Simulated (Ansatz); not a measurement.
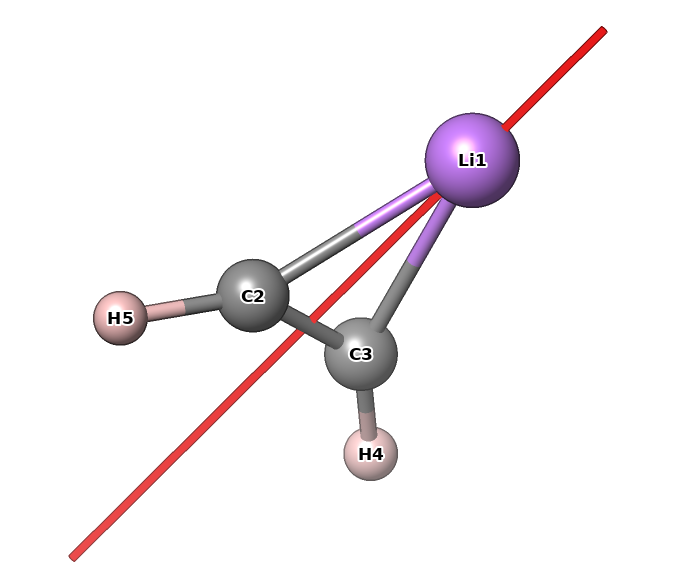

A line through the centre of mass is drawn in. Distant atoms are faded towards the background colour. The species is neutral and a spin doublet. The computed structure is the end point of a PBE0-D4/def2-TZVP optimisation. No frequency run is at hand to confirm it as a minimum.

Is the line a proper rotation axis of the structure, and of what order?

Answer. Yes, a C2 axis. A turn by 180° leaves Li1 in place and moves C2 ↔ C3; H4 ↔ H5. The point group is C2v.
